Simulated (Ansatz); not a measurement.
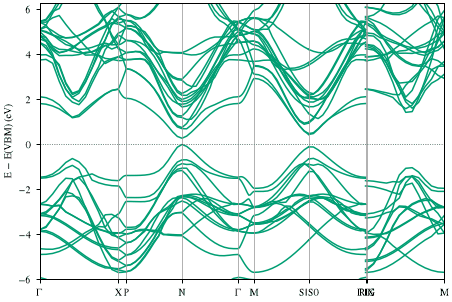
*Band structure from DFT-r²SCAN in the program Ansatz with PAW potentials*

Question: Read off the gap and where the band edges lie.

Answer: About 0.3 eV (0.28 eV by a search for the band edges); maximum at N, minimum at N.

Question: Pick the material that matches.
A) ZnSnP2, chalcopyrite
B) SnPb4S5, I4/mmm (Pearson symbol tI20)
C) MnGa2S4, I-4 (Mn on 2d, Ga on 2c, Ga on 2b, S on 8g)
D) K2NiO2, I4/mmm (K on 4e, Ni on 2a, O on 4e)

Answer: B, SnPb4S5, I4/mmm (Pearson symbol tI20)

The workflow started from a Materials Project entry (that database holds measured and hypothetical structures alike); the Crystallography Open Database copy checked does not list it. Whether it is the stable phase at ambient conditions was not checked. Symmetry was held in the r²SCAN relaxation; whether a distortion lowers the energy is not shown. Scalar-relativistic: spin–orbit coupling is off unless named, which matters more the heavier the elements.

Potentials: the later of the program's two PAW sets.
